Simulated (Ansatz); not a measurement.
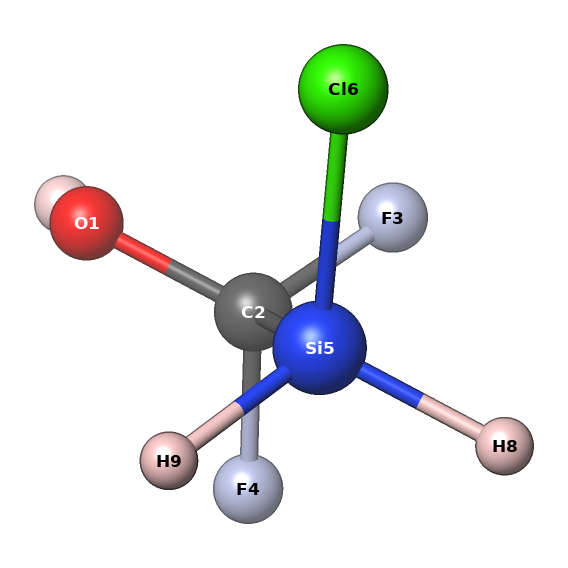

C2 lies behind Si5. The molecule seen a little off the Si5–C2 bond, Si5 in front. Depth is shown by fading: the farther an atom, the more it takes the colour of the background. The computed structure is the end point of a PBE-D4/def2-SVP optimisation. No frequency run is at hand to confirm it as a minimum.

What is the torsion angle Cl6–Si5–C2–F3? The sign is positive where the front bond must turn clockwise to cover the back bond.

63°, synclinal (gauche). The bonds about Si5–C2 are staggered.
